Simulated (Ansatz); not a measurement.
YPb$_{3}$ (Cu3Au type)

```xyz
4
Lattice="4.8606 0.0000 0.0000 0.0000 4.8606 0.0000 0.0000 0.0000 4.8606" Properties=species:S:1:pos:R:3 pbc="T T T"
Y      0.0000     0.0000     0.0000
Pb     2.4303     2.4303     0.0000
Pb     0.0000     2.4303     2.4303
Pb     2.4303     0.0000     2.4303
```

The volume is varied about the relaxed value V₀ at fixed cell shape. Symmetry pins the atoms to their sites.

All values below come from r2SCAN (plane waves to 500 eV, PAW, scalar-relativistic; Ansatz, a program for electronic structure). k mesh 10×10×10 (Γ-centred), Fermi-Dirac smearing 0.05 eV. E stands for the smeared free energy. Spin-orbit coupling is left out, though Pb is heavy. YPb3 is run without spin polarisation. YPb3 was relaxed with its symmetry unable to fall. The zero of ΔE is the relaxed starting cell.

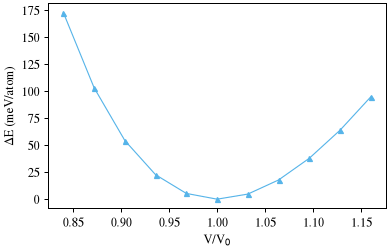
Figure. ΔE (meV/atom) against V/V₀; markers are the computed points, lines only join them.

Question: What is ΔE at V/V₀ = 0.840?

Answer: About 170 meV/atom.

Question: What is ΔE at V/V₀ = 1.160?

Answer: About 95 meV/atom.

Question: What bulk modulus B₀ follows from a third-order Birch-Murnaghan fit?

Answer: About 55 GPa.

(Under strain, the slope of the energy per volume gives the stress and its curvature an elastic modulus.)
